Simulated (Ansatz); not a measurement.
Breaking the Ga1–F4 bond in FGaH2 (SMILES [F][GaH2]) (multiplicity 1 held, fragments rigid). Energies count from the point at 1.770 Å.
Geometry at that point (charge 0, multiplicity 1):
```xyz
4

Ga    -0.1531    -0.2983     0.0991
H      0.6238    -1.0578     1.2132
H     -1.4763    -0.6025    -0.6615
F      0.6222     1.2119    -0.4027
```

R- and RO- levels are restricted; in cc, def2 and unpolarised 6-31G sets they are followed outwards from rest. U- levels take the lowest unrestricted solution at each point, which mixes spins at long bonds. Active spaces are followed from a long bond inwards. Levels need not reach the same state.

Correlated levels freeze the cores. Filled d and f shells under p-block atoms count as core.

Codes used: Ansatz (a program for electronic structure) with Gaussian orbitals. 

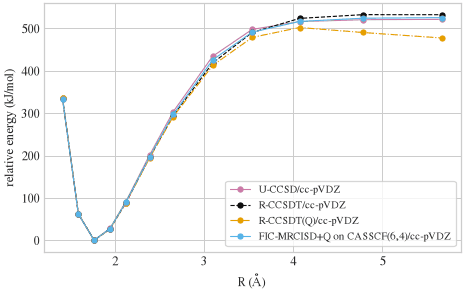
*Relative energy along the coordinate*

Doubts at one or more of the structures used: other coupled-cluster roots lie near (U-CCSD/cc-pVDZ, R-CCSDT/cc-pVDZ, R-CCSDT(Q)/cc-pVDZ); a spin-contaminated determinant (U-CCSD/cc-pVDZ); T1 above 0.05 (U-CCSD/cc-pVDZ, R-CCSDT/cc-pVDZ, R-CCSDT(Q)/cc-pVDZ); a restricted determinant that unrestricted orbitals would lower (R-CCSDT/cc-pVDZ, R-CCSDT(Q)/cc-pVDZ); active orbitals that take no part (FIC-MRCISD+Q on CASSCF(6,4)/cc-pVDZ).
